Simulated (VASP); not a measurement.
Band structure of MgTe (zinc blende). These are LDA (Ceperley-Alder, Perdew-Zunger) with spin-orbit coupling, VASP's LDA PAW potentials (set 64) (plane waves; VASP) values and carry that method's errors.

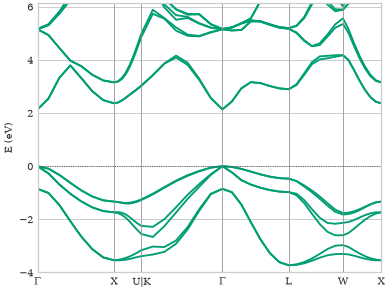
Fig. 1. Bands along high-symmetry lines, zero at the valence-band maximum or, without a gap, the Fermi level

Read the plot: is there a gap, and where are the band edges?

The gap is direct, 2.14 eV, from the valence maximum at Γ to the conduction minimum at Γ.

Measured: gap 3.67 eV at 2 K (computed value off by -1.53 eV), as given by arXiv:1206.3780.

The compound is MgTe in the zinc blende structure, whereas wurtzite is the usual form. It was relaxed first.
